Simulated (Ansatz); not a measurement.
**Run report: BH4SCl, nudged elastic band**

The run: nudged elastic band of BH4SCl. Method and program: RKS B3LYP/def2-SVP (Ansatz 0.2.0).

It belongs to a series of runs on one base structure; here: band between the two ends. Figures and captions count atoms from 1; the log counts them from 0 in places.

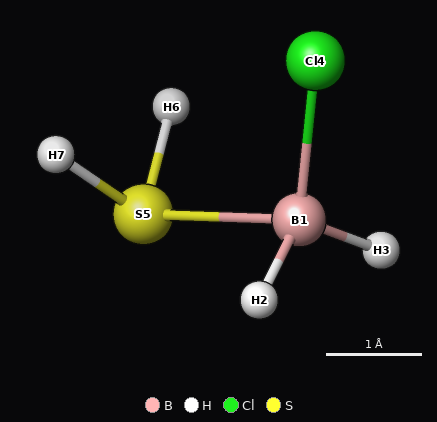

*The input geometry (ball-and-stick view, seen at a tilt; atoms are numbered from 1 in the order of the input).*

Bond lengths as drawn: B–Cl 1.83 Å, B–H 1.21 Å, B–S 2.12 Å and H–S 1.36 Å.

### The input
```yaml
crystal:
  periodic: [false, false, false]
  atoms:
    - { symbol: B, position_ang: [-0.01153, 0.035178, 0.087816] }
    - { symbol: H, position_ang: [0.236576, 0.617408, 1.117226] }
    - { symbol: H, position_ang: [0.847768, -0.000453, -0.761025] }
    - { symbol: Cl, position_ang: [-1.720318, 0.232847, -0.533233] }
    - { symbol: S, position_ang: [0.171286, -1.957067, 0.802981] }
    - { symbol: H, position_ang: [-0.386137, -2.633242, -0.231247] }
    - { symbol: H, position_ang: [-0.956244, -2.046471, 1.550082] }
basis:
  gaussian: { orbitals: def2-SVP }
hamiltonian:
  xc: b3lyp
neb:
  order_check: false
  images: 7
  f_tol: 0.05
  max_iterations: 60
  spring: 20.0
  final_atoms:
    - { symbol: B, position_ang: [-0.01071499, -0.47977833, -0.95415088] }
    - { symbol: H, position_ang: [-0.38106679, -0.22064502, 3.35633783] }
    - { symbol: H, position_ang: [0.90673113, 0.28834683, -1.03710629] }
    - { symbol: Cl, position_ang: [-1.60251993, 0.01513046, -1.51522815] }
    - { symbol: S, position_ang: [0.33883006, -2.08740241, -0.25196263] }
    - { symbol: H, position_ang: [-0.90813484, -2.61127746, -0.33670706] }
    - { symbol: H, position_ang: [-0.16172366, -0.65617408, 2.77141719] }
  initial_path:
    images:
      - { positions_ang: [[-0.01153, 0.035178, 0.087816], [0.236576, 0.617408, 1.117226], [0.847768, -0.000453, -0.761025], [-1.720318, 0.232847, -0.533233], [0.171286, -1.957067, 0.802981], [-0.386137, -2.633242, -0.231247], [-0.956244, -2.046471, 1.550082]] }
      - { positions_ang: [[-0.02861076, 0.03531211, 0.07749221], [0.16705039, 0.44885253, 1.23373469], [0.86872682, 0.04031251, -0.71260048], [-1.71703288, 0.16191549, -0.61244479], [0.08779623, -1.98732095, 0.75558026], [-0.45922419, -2.68177569, -0.28614968], [-0.73730461, -1.769096, 1.5769878]] }
      - { positions_ang: [[-0.04569153, 0.03544623, 0.06716841], [0.09752477, 0.28029707, 1.35024337], [0.88968565, 0.08107801, -0.66417596], [-1.71374775, 0.09098398, -0.69165658], [0.00430646, -2.0175749, 0.70817952], [-0.53231137, -2.73030939, -0.34105236], [-0.51836523, -1.49172101, 1.60389359]] }
      - { positions_ang: [[-0.06277229, 0.03558034, 0.05684462], [0.02799916, 0.1117416, 1.46675206], [0.91064447, 0.12184352, -0.61575144], [-1.71046263, 0.02005248, -0.77086837], [-0.07918331, -2.04782885, 0.66077878], [-0.60539856, -2.77884308, -0.39595504], [-0.29942584, -1.21434601, 1.63079939]] }
      - { positions_ang: [[-0.07985306, 0.03571446, 0.04652083], [-0.04152645, -0.05681386, 1.58326075], [0.9316033, 0.16260902, -0.56732692], [-1.70717751, -0.05087903, -0.85008016], [-0.16267308, -2.0780828, 0.61337804], [-0.67848574, -2.82737677, -0.45085772], [-0.08048645, -0.93697101, 1.65770519]] }
      - { positions_ang: [[-0.06256854, -0.09315874, -0.2036471], [-0.12641154, -0.09777165, 2.02653002], [0.92538526, 0.19404348, -0.68477177], [-1.68101311, -0.03437666, -1.01636716], [-0.0372973, -2.0804127, 0.39704287], [-0.73589802, -2.77335194, -0.42232005], [-0.10079575, -0.86677178, 1.93613319]] }
      - { positions_ang: [[-0.04528402, -0.22203194, -0.45381503], [-0.21129662, -0.13872944, 2.46979929], [0.91916721, 0.22547793, -0.80221661], [-1.65484872, -0.01787428, -1.18265416], [0.08807849, -2.0827426, 0.18070771], [-0.79331029, -2.71932712, -0.39378239], [-0.12110506, -0.79657255, 2.21456119]] }
      - { positions_ang: [[-0.0279995, -0.35090513, -0.70398296], [-0.2961817, -0.17968723, 2.91306856], [0.91294917, 0.25691238, -0.91966145], [-1.62868432, -0.00137191, -1.34894116], [0.21345428, -2.0850725, -0.03562746], [-0.85072256, -2.66530229, -0.36524472], [-0.14141436, -0.72637332, 2.49298919]] }
      - { positions_ang: [[-0.01071499, -0.47977833, -0.95415088], [-0.38106679, -0.22064502, 3.35633783], [0.90673113, 0.28834683, -1.03710629], [-1.60251993, 0.01513046, -1.51522815], [0.33883006, -2.08740241, -0.25196263], [-0.90813484, -2.61127746, -0.33670706], [-0.16172366, -0.65617408, 2.77141719]] }
```

Machine: 1 thread of Arm Neoverse V1, 24 GiB of memory available, shared host.

Command:
```bash
ansatz run input.yaml --threads 1 --pin off --max-ram 2048MiB --backend cpu --events-out ev --progress --plain --runs-dir out
```

### The program's output
```
Engine: ansatz 0.2.0, aarch64-unknown-linux-gnu
Functional definition: B3LYP
  parameter a0 = 0.2
  parameter ax = 0.72
  parameter ac = 0.81
  exchange = (1 - a0 - ax)*slater_x + ax*b88_x + a0*exact_x
  correlation = (1 - ac)*vwn_rpa_c + ac*lyp_c
731 factors; integrals over basis functions are off by at most 2.3e-4 eV
mean field evaluation 1: about -24091.6119 eV, gradient 2.1e1 eV
mean field evaluation 2: about -24091.8044 eV, gradient 2.1e1 eV
mean field evaluation 4: about -24093.3032 eV, gradient 8.5e-1 eV
mean field evaluation 8: about -24093.3293 eV, gradient 1.9e-2 eV
mean field -24093.32929878 eV, -885.4135206849 hartree, gradient 1.3e-5 eV, S^2 0.000000; 0 other end points of the search recorded, 0 dependent functions left out
the calculation of the forces begins
reference -24093.32951859 eV, -885.4135287631 hartree; 21, 21 occupied and 49, 49 virtual orbitals, 731 factors
729 factors; integrals over basis functions are off by at most 5.1e-4 eV
mean field evaluation 16: about -24093.0492 eV, gradient 1.4e1 eV
mean field -24093.74041454 eV, -885.4286289107 hartree, gradient 2.5e-5 eV, S^2 0.000000; 0 other end points of the search recorded, 0 dependent functions left out
[... from here on the field's lines of each further geometry are left out, up to the last ...]
NEB iter   1: max|band force component| = 6.859e0 eV/Å  barrier→ = 3.6276 eV  barrier← = 4.0387 eV  Δτ_max = 0.1967 Å  (220 SCF iters)
NEB iter   2: max|band force component| = 3.959e0 eV/Å  barrier→ = 2.5523 eV  barrier← = 2.9634 eV  Δτ_max = 0.2000 Å  (204 SCF iters)
NEB iter   3: max|band force component| = 2.479e0 eV/Å  barrier→ = 1.6202 eV  barrier← = 2.0313 eV  Δτ_max = 0.2000 Å  (198 SCF iters)
NEB iter   4: max|band force component| = 2.458e0 eV/Å  barrier→ = 1.2720 eV  barrier← = 1.6831 eV  Δτ_max = 0.1016 Å  (194 SCF iters)
NEB iter   5: max|band force component| = 1.832e0 eV/Å  barrier→ = 1.1296 eV  barrier← = 1.5407 eV  Δτ_max = 0.1017 Å  (191 SCF iters)
NEB iter   6: max|band force component| = 5.755e-1 eV/Å  barrier→ = 1.0196 eV  barrier← = 1.4307 eV  Δτ_max = 0.2000 Å  (197 SCF iters)
NEB iter   7: max|band force component| = 7.778e-1 eV/Å  barrier→ = 0.9755 eV  barrier← = 1.3866 eV  Δτ_max = 0.1002 Å  (194 SCF iters)
NEB iter   8: max|band force component| = 5.730e-1 eV/Å  barrier→ = 0.9354 eV  barrier← = 1.3465 eV  CI = image 3  Δτ_max = 0.1004 Å  (196 SCF iters)
NEB iter   9: max|band force component| = 3.685e-1 eV/Å  barrier→ = 0.9261 eV  barrier← = 1.3372 eV  CI = image 3  Δτ_max = 0.0994 Å  (195 SCF iters)
NEB iter  10: max|band force component| = 2.847e-1 eV/Å  barrier→ = 0.9079 eV  barrier← = 1.3190 eV  CI = image 3  Δτ_max = 0.0664 Å  (191 SCF iters)
NEB iter  11: max|band force component| = 1.365e-1 eV/Å  barrier→ = 0.8985 eV  barrier← = 1.3096 eV  CI = image 3  Δτ_max = 0.0692 Å  (194 SCF iters)
NEB iter  12: max|band force component| = 9.241e-2 eV/Å  barrier→ = 0.8973 eV  barrier← = 1.3084 eV  CI = image 3  Δτ_max = 0.0891 Å  (187 SCF iters)
NEB iter  13: max|band force component| = 1.154e-1 eV/Å  barrier→ = 0.8969 eV  barrier← = 1.3080 eV  CI = image 3  Δτ_max = 0.0453 Å  (175 SCF iters)
NEB iter  14: max|band force component| = 6.193e-2 eV/Å  barrier→ = 0.8968 eV  barrier← = 1.3079 eV  CI = image 3  Δτ_max = 0.0453 Å  (168 SCF iters)
the calculation of the forces begins
reference -24093.73368363 eV, -885.4283815543 hartree; 21, 21 occupied and 49, 49 virtual orbitals, 730 factors
731 factors; integrals over basis functions are off by at most 1.7e-3 eV
mean field evaluation 896: about -24092.4325 eV, gradient 2.7e-3 eV
mean field -24092.43247902 eV, -885.3805631666 hartree, gradient 2.9e-5 eV, S^2 0.000000; 1 other end points of the search recorded, 0 dependent functions left out
the calculation of the forces begins
reference -24092.43268412 eV, -885.3805707042 hartree; 21, 21 occupied and 49, 49 virtual orbitals, 731 factors
NEB iter  15: max|band force component| = 3.143e-2 eV/Å  barrier→ = 0.8968 eV  barrier← = 1.3079 eV  CI = image 3  Δτ_max = 0.0000 Å  (337 SCF iters)
```

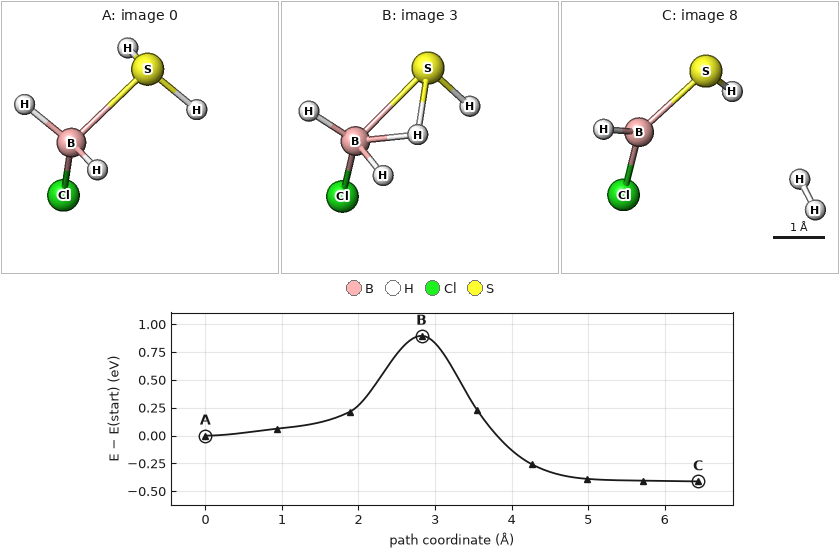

*Images of the last band (counted from 0; ball-and-stick, seen at an oblique angle) above the energy along the path; the line is a cubic interpolation that uses the forces.*

The highest image is number 3, 0.897 eV above the start and 1.308 eV above the end (the climbing image); the end lies 0.411 eV below the start. The path is 6.44 Å long. The band converged in 15 iterations.

```
Total energy: -24092.43268412 eV, -885.3805707042 hartree
Atom 0 at    -0.108293    -0.240516     0.075551 Å, force    -0.003394     0.000816     0.003328 eV/Å
Atom 1 at    -0.330046     0.024165     1.331185 Å, force     0.002099    -0.001949    -0.003146 eV/Å
Atom 2 at     0.946264     0.275331    -0.177271 Å, force     0.000830     0.000307     0.000055 eV/Å
Atom 3 at    -1.587223     0.149102    -0.872353 Å, force     0.001112    -0.000415     0.000401 eV/Å
Atom 4 at     0.325762    -2.242149     0.197924 Å, force    -0.001972     0.000167     0.001078 eV/Å
Atom 5 at    -0.957435    -2.674922     0.240228 Å, force     0.001444    -0.000590    -0.000707 eV/Å
Atom 6 at    -0.107628    -1.042811     1.237337 Å, force    -0.000119     0.001665    -0.001009 eV/Å
Dipole moment:    -0.005470    -0.254329     0.346769 e Å
this run last wrote the band of iteration 15 to [file]
```

### The last band as extended XYZ (Å, eV, eV/Å)
```
7
Properties=species:S:1:pos:R:3:forces:R:3 image=0 energy=-24093.32930
B    -0.0115    0.0352    0.0878   -0.0148  -0.0024  -0.0036
H     0.2366    0.6174    1.1172    0.0013   0.0026   0.0024
H     0.8478   -0.0005   -0.7610    0.0022   0.0002  -0.0027
Cl   -1.7203    0.2328   -0.5332    0.0113  -0.0001   0.0041
S     0.1713   -1.9571    0.8030    0.0043   0.0033   0.0004
H    -0.3861   -2.6332   -0.2312   -0.0012  -0.0020  -0.0005
H    -0.9562   -2.0465    1.5501   -0.0030  -0.0016  -0.0002
7
Properties=species:S:1:pos:R:3:forces:R:3 image=1 energy=-24093.26625
B    -0.0339    0.0883    0.0486    0.0147  -0.0018   0.0119
H    -0.0505    0.5156    1.1762    0.0229   0.0225  -0.0097
H     0.9666    0.1938   -0.6126   -0.0056   0.0001  -0.0254
Cl   -1.6017    0.2027   -0.8625   -0.0190  -0.0059   0.0135
S     0.2111   -2.0866    0.5951    0.0034   0.0116   0.0236
H    -0.8481   -2.5930   -0.0800    0.0239   0.0016  -0.0293
H    -0.4620   -2.0726    1.7679   -0.0402  -0.0280   0.0154
7
Properties=species:S:1:pos:R:3:forces:R:3 image=2 energy=-24093.11619
B    -0.1257    0.0604    0.0526   -0.0240   0.1641   0.0129
H    -0.3582    0.2566    1.2214   -0.0310   0.1093  -0.0750
H     0.9710    0.3016   -0.3750    0.0008   0.0423  -0.0897
Cl   -1.5319    0.2240   -1.0560   -0.0005   0.0277  -0.0768
S     0.2352   -2.2269    0.3495   -0.0171   0.0166   0.0645
H    -1.0529   -2.6331    0.2485   -0.0046   0.0171   0.0024
H     0.0440   -1.7344    1.5916    0.0764  -0.3771   0.1617
7
Properties=species:S:1:pos:R:3:forces:R:3 image=3 energy=-24092.43248
B    -0.1083   -0.2405    0.0756   -0.0034   0.0008   0.0033
H    -0.3300    0.0242    1.3312    0.0021  -0.0019  -0.0031
H     0.9463    0.2753   -0.1773    0.0008   0.0003   0.0001
Cl   -1.5872    0.1491   -0.8724    0.0011  -0.0004   0.0004
S     0.3258   -2.2421    0.1979   -0.0020   0.0002   0.0011
H    -0.9574   -2.6749    0.2402    0.0014  -0.0006  -0.0007
H    -0.1076   -1.0428    1.2373   -0.0001   0.0017  -0.0010
7
Properties=species:S:1:pos:R:3:forces:R:3 image=4 energy=-24093.09666
B    -0.0321   -0.4791   -0.2066    0.0994  -0.3646  -0.4480
H    -0.3321    0.0231    1.6239   -0.0495   0.0462   0.4111
H     0.9244    0.2471   -0.2124   -0.0199  -0.0590  -0.0518
Cl   -1.5892    0.1565   -0.7805    0.0431  -0.0466   0.0519
S     0.3237   -2.2793   -0.0670    0.0083  -0.0512  -0.3222
H    -0.9558   -2.6895    0.1104    0.0243  -0.0271  -0.1502
H    -0.1577   -0.7307    1.5649   -0.1056   0.5023   0.5092
7
Properties=species:S:1:pos:R:3:forces:R:3 image=5 energy=-24093.58809
B    -0.0046   -0.5408   -0.4363    0.0043  -0.0436  -0.1090
H    -0.3977    0.0931    2.0280   -0.0367   0.0593   0.1895
H     0.9304    0.2075   -0.3803    0.0223  -0.0269  -0.0989
Cl   -1.6035    0.1161   -0.7756    0.0079  -0.0340  -0.0244
S     0.3346   -2.2878   -0.2033    0.0022  -0.0106  -0.0527
H    -0.9468   -2.7247   -0.1714   -0.0102  -0.0258  -0.1082
H    -0.1310   -0.6152    1.9714    0.0102   0.0816   0.2038
7
Properties=species:S:1:pos:R:3:forces:R:3 image=6 energy=-24093.71772
B    -0.0092   -0.5584   -0.5870    0.0235  -0.0306  -0.0448
H    -0.4649    0.1249    2.4548   -0.0057   0.0042   0.0314
H     0.9238    0.1942   -0.5514   -0.0039   0.0118  -0.0149
Cl   -1.6266    0.0819   -0.8496   -0.0037   0.0013   0.0068
S     0.3529   -2.2982   -0.3841   -0.0249  -0.0003   0.0112
H    -0.9165   -2.7692   -0.4473    0.0131   0.0008  -0.0249
H    -0.0781   -0.5269    2.3973    0.0016   0.0129   0.0353
7
Properties=species:S:1:pos:R:3:forces:R:3 image=7 energy=-24093.73345
B    -0.0135   -0.5232   -0.7804   -0.0037   0.0009  -0.0018
H    -0.4272    0.0033    2.9739    0.0005  -0.0005   0.0077
H     0.9070    0.2455   -0.7999    0.0008   0.0001  -0.0043
Cl   -1.6326    0.0627   -1.1409    0.0021  -0.0011  -0.0048
S     0.3597   -2.2250   -0.3780   -0.0013  -0.0007   0.0001
H    -0.8977   -2.7237   -0.4598    0.0019   0.0019   0.0004
H    -0.1141   -0.5915    2.6178   -0.0004  -0.0007   0.0026
7
Properties=species:S:1:pos:R:3:forces:R:3 image=8 energy=-24093.74042
B    -0.0107   -0.4798   -0.9542   -0.0010  -0.0050   0.0031
H    -0.3811   -0.2206    3.3563    0.0062  -0.0134  -0.0095
H     0.9067    0.2883   -1.0371    0.0010   0.0002  -0.0039
Cl   -1.6025    0.0151   -1.5152    0.0010  -0.0012  -0.0043
S     0.3388   -2.0874   -0.2520   -0.0039   0.0059  -0.0006
H    -0.9081   -2.6113   -0.3367    0.0023   0.0026   0.0009
H    -0.1617   -0.6562    2.7714   -0.0056   0.0108   0.0145
```

### Summary

| quantity | value |
| --- | --- |
| outcome | converged |
| barrier, forward | 0.897 eV |
| barrier, backward | 1.308 eV |
| wall time | 3.7 min |
| peak memory | 0.13 GiB |

The order of the saddle point was not checked.
